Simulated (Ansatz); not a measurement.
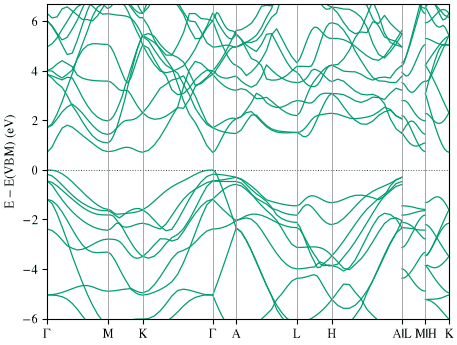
*Band structure from the program Ansatz at the PBE level (PAW)*

**Question.** Read off the gap and where the band edges lie.

**Answer.** About 0.7 eV (0.71 eV by a search for the band edges); maximum at Γ, minimum at Γ.

The material is AlAs in space group P6_222 (No. 180; Al on 3c, As on 3d).

A made-up cell: these elements were put on the sites of a structure type; neither database checked (COD, Materials Project) lists it. It is not the phase usual at ambient conditions (space group No. 216). Symmetry was held in the PBE relaxation; whether a distortion lowers the energy is not shown. Spin–orbit coupling is left out wherever it is not named.

Potentials: the later of the program's two PAW sets.
